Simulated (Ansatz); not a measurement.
Start from Bi2Se3 in the Bi2Te3 type structure (space group R-3m, No. 166; a = 4.082 Å, c = 27.664 Å (hexagonal axes)).

Structures relaxed with PBEsol-D3(BJ) (Ansatz, a quantum-chemistry and plane-wave program; PAW; 420 eV plane waves; spin-orbit coupling left out), earlier PAW set.

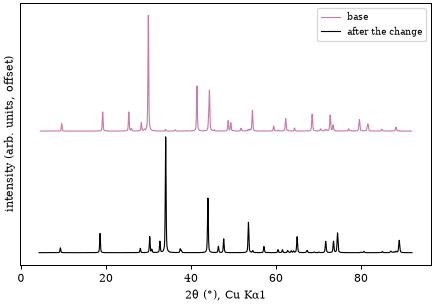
*Simulated powder patterns before (top) and after one change*

**Question.** What was done to the base?
A. pressure 30 GPa
B. pressure −2 GPa
C. pressure 18 GPa
D. pressure 45 GPa

**Answer.** A, pressure 30 GPa. Its volume per atom is 19.31 Å³ against 26.61 Å³, and its space group is R-3m (No. 166).

The mesh was chosen for an insulator and is coarse for the gapless case. From pressure 30 GPa on, the axis ratios lie over 15 % from the base's, so the cell there is far from its starting form. Load acts through the strain it causes; cell and atoms are relaxed under it. No phonon test of stability was made. Competing high-pressure phases were not computed. The final runs are not spin-polarised.
